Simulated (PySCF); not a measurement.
```csv
atom,x (Å),y (Å),z (Å)
C,2.3705,-0.3756,0.0326
Si,0.7077,0.3113,-0.5584
C,-0.7214,-0.9428,-0.5200
C,-2.0273,-0.1872,-0.2524
Si,-1.6502,1.1962,1.0000
N,0.0287,1.4188,0.5884
H,2.2928,-0.8536,1.0042
H,2.7584,-1.1065,-0.6691
H,3.1024,0.4214,0.1128
H,0.8572,0.9416,-1.8825
H,-0.8039,-1.5215,-1.4406
H,-0.5535,-1.6621,0.2844
H,-2.3854,0.2383,-1.1913
H,-2.8085,-0.8621,0.1024
H,-1.7354,0.8069,2.4180
H,0.5603,2.1858,0.9599
```

Geometry: GFN2-xTB.

Computed with PySCF, UKS B3LYP, pcH-1 on C H N Si, non-relativistic, mean-field spin-orbit, GIAO.

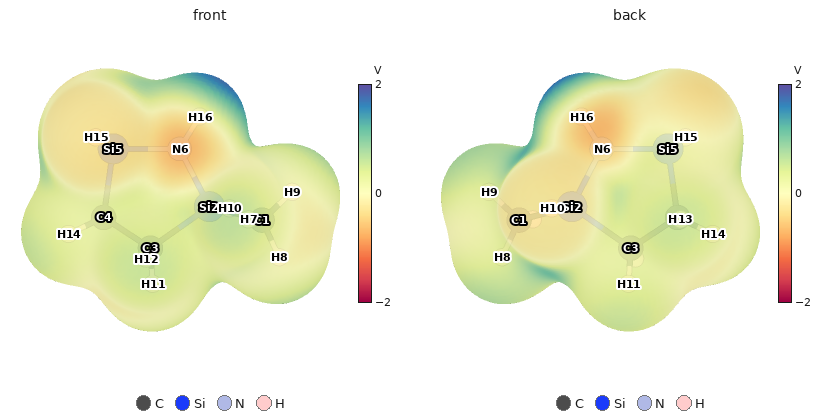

C$_{3}$H$_{10}$NSi$_{2}$ (doublet). The electrostatic potential painted on the density surface at 0.002 e/bohr³, seen from the front and from behind; the colour scale runs from red (negative) to blue (positive).

**Where is the surface potential most negative and most positive?**

The most negative region (about −0.7 V) lies over Si5 and N6, the most positive (about +1.7 V) over H16.
